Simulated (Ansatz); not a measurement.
**Ligand exchange: Cu(CH3)(NH3) + GaH2(NH2) → Cu(NH2)(NH3) + GaH2(CH3)**

Species: Cu(CH3)(NH3), singlet; GaH2(NH2), singlet; Cu(NH2)(NH3), singlet; GaH2(CH3), singlet. The partners trade CH3 for NH2: Cu–CH3 and Ga–NH2 bonds give way to Cu–NH2 and Ga–CH3.

Shapes, held fixed at every level: PBE0-D4/def2-TZVP. Flexible molecules stand in one conformer, not always the lowest. Programs: Ansatz 0.2.0. Electronic energies: no zero-point or thermal term.

```
                level                    kind  ΔE (kJ/mol)  CPU time (sum over the molecules)
        HF/def2-TZVPP            Hartree–Fock        +40.3                                  –
     SPW92/def2-TZVPP                     LDA        +47.6                              9.9 s
  BHLYP-D4/def2-TZVPP           global hybrid        +42.3                               22 s
   PBE0-D4/def2-TZVPP           global hybrid        +41.2                               20 s
r2SCAN0-D4/def2-TZVPP           global hybrid        +42.3                               34 s
   wB97M-V/def2-TZVPP  range-separated hybrid        +41.8                               83 s
   wB97X-V/def2-TZVPP  range-separated hybrid        +39.5                               59 s
```

wB97X-V/def2-TZVPP gives ΔE = +39.5 kJ/mol; the levels span +39.5 to +47.6. The median of the levels is +41.8. No measured value is set beside it here. Relativity is left out for Cu, Ga. Times are processor times on shared x86 and Arm servers, and rough.

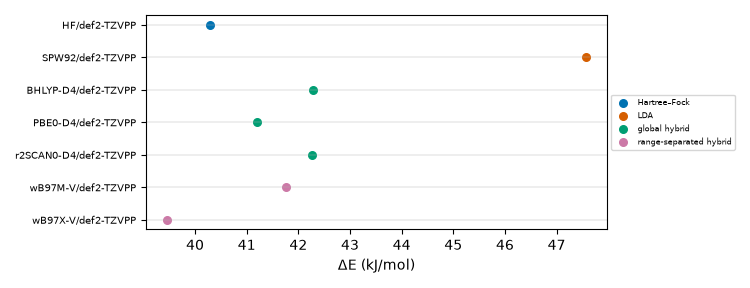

The values of the table, level by level.
